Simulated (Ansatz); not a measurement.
# Al2Pt, response to strain

Start from Al$_{2}$Pt (space group Fm-3m, No. 225; relaxed with 0.1 eV smearing).

Space group Fm-3m (No. 225); a = b = c = 5.8967 Å, α = β = γ = 90.00°

```json
[
 {"atom": "Al", "site": "8c", "symmetry": "-43m", "x": "0.2500", "y": "0.2500", "z": "0.2500"},
 {"atom": "Pt", "site": "4a", "symmetry": "m-3m", "x": "0.0000", "y": "0.0000", "z": "0.0000"}
]
```
(The calculation used a cell of 3 atoms; values per cell refer to that cell.)

Strains are applied to the cell and any free atomic positions relax.

All numbers come from PBEsol, PAW, 420 eV (Ansatz, a quantum-chemistry and plane-wave program; scalar-relativistic without spin-orbit coupling).

Notes on the quantities. energy relative to the base: free energy F.

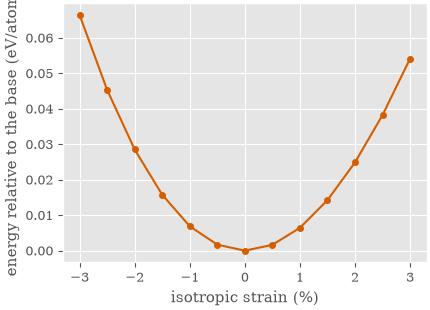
Figure: Energy relative to the base against isotropic strain

Q: From the plot, what is the energy relative to the base for isotropic strain +2.50 %?

A: About 0.038 eV/atom.

Q: Is the trend monotonic over the range shown?

A: No, it turns within the range, spanning 0 meV/atom to +66 meV/atom.

Whether these cells are dynamically stable was not tested. The final runs are not spin-polarised.
